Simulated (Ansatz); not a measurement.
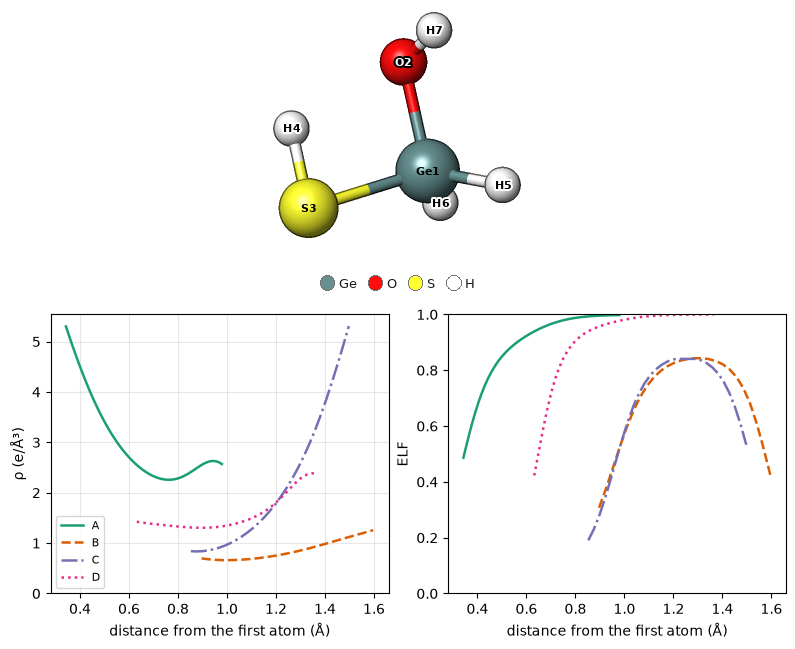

Figure 1: GeH₄OS. Electron density and electron localisation function along straight lines between neighbouring atoms. The curves leave out the atomic cores. The structure is drawn too.

Not at a stationary point (largest force 0.6 eV/Å).

Theory: RKS PBE/def2-mTZVP (Ansatz).

```json
{"atom": "Ge", "x (Å)": "-0.3049", "y (Å)": "0.2605", "z (Å)": "0.5556"}
{"atom": "O", "x (Å)": "1.2716", "y (Å)": "0.2034", "z (Å)": "-0.3970"}
{"atom": "S", "x (Å)": "-1.2846", "y (Å)": "-1.4665", "z (Å)": "-0.4835"}
{"atom": "H", "x (Å)": "-0.0449", "y (Å)": "-1.5441", "z (Å)": "-1.0524"}
{"atom": "H", "x (Å)": "-1.0299", "y (Å)": "1.6219", "z (Å)": "0.3692"}
{"atom": "H", "x (Å)": "0.0669", "y (Å)": "-0.0323", "z (Å)": "2.0282"}
{"atom": "H", "x (Å)": "1.3257", "y (Å)": "0.9570", "z (Å)": "-1.0201"}
```

Question: Which curve belongs to which contact (Ge–O, Ge–S, O–H and S–H)? The first atom named is at distance zero.

Answer: Curve A: O–H (0.98 Å): ρ at the midpoint is about 3.5 e/Å³; the ELF climbs to about 1 towards the hydrogen, as it does in any bond to H; an ordinary covalent bond to hydrogen. Curve B: Ge–S (2.24 Å): ρ is about 0.7 e/Å³ halfway; the ELF peaks at about 0.85 in the valence shell of S, 1.0 Å from its nucleus, and is about 0.80 at the midpoint. Curve C: Ge–O (1.84 Å): ρ is about 0.85 e/Å³ halfway; the ELF peaks at about 0.85 in the valence shell of O, 0.6 Å from its nucleus, and is about 0.35 at the midpoint. Curve D: S–H (1.37 Å): ρ is about 1.4 e/Å³ halfway; the ELF climbs to about 1 towards the hydrogen.
